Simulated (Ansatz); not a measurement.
Partial pair distribution functions of a relaxed model of amorphous Zr$_{20}$O$_{43}$W, broadened by 0.06 Å; density 5.41 g/cm³. All values below come from PBE, scalar-relativistic without spin-orbit coupling (plane waves to 420 eV, PAW; Ansatz, a quantum-chemistry and plane-wave program).

Preparation: random packing, a CHGNet melt and quench, and a DFT relaxation. O atoms were pushed apart under 1.9 Å during the dynamics, to hinder bonds among them. The hot cell started wider than the set density and was brought back towards it in steps. It is the lowest in DFT energy of 2 quenches. It is a model cell: composition and starting density were chosen by hand, and all elements were melted together. No dispersion term was used. Its density started from a set value of 5.41 and ended at 5.41 g/cm³. Cooling (nominally 450 K/ps over its main leg) ran many orders faster than in experiment, which tends to leave more defects and strain. A cell of this size samples the disorder only roughly. The volume was held where the preparation left it and the shape relaxed, at a PBE pressure of -2.4 GPa (tension). Stress components on the final sampling reach 2.4 GPa.

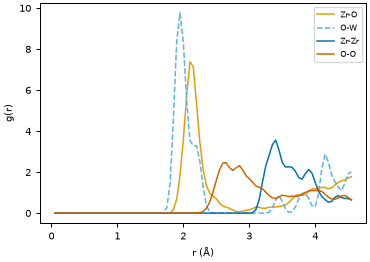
Fig. 1. Partial pair distribution functions

Highest peaks under 4.5 Å: Zr-O near 2.10 Å, O-W near 1.95 Å, Zr-Zr near 3.40 Å, O-O near 2.65 Å; pairs of few atoms are noisy.

Within 2.80 Å each Zr has 6.60 O neighbours on average.
